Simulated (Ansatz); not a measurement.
```xyz
7

O     0.1415   -1.8471    1.3430
C     0.0999   -0.9029    0.6165
N    -0.3001    0.4121    0.7360
Si    0.2354    0.1810   -0.8755
F    -0.8485    0.2434   -2.0329
H    -0.6680    0.9064    1.5409
H     1.4010    0.9390   -1.3737
```

Geometry: PBE0-D4/def2-TZVP.

All numbers below come from Ansatz, RKS PBE0-D4/def2-TZVPP.

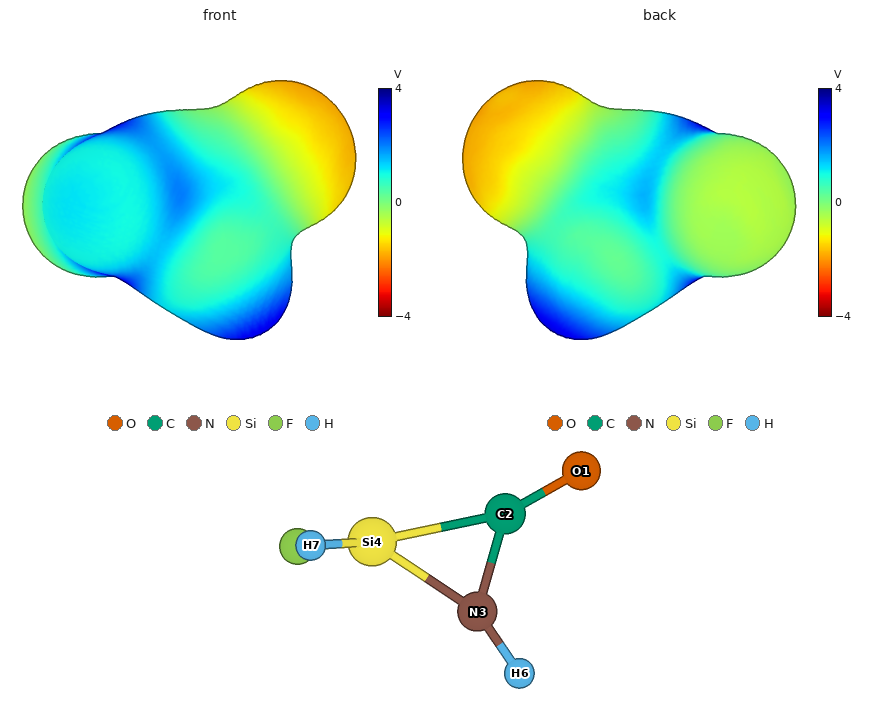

CH2FNOSi. The molecular electrostatic potential painted on the density surface at 0.004 e/bohr³, seen from the front and from behind; the colour scale runs from red (negative) to blue (positive). The bare structure is drawn below in the same view.

### Which sites attract a positive test charge, and which a negative one?

A positive charge is drawn to the negative regions and a negative charge to the positive ones. The most negative region (about −1.9 V, or −44 kcal/mol for a unit charge) lies over O1, the most positive (about +3.3 V, or +76 kcal/mol for a unit charge) over Si4 and H6. O1 is the likeliest acceptor of a hydrogen bond.
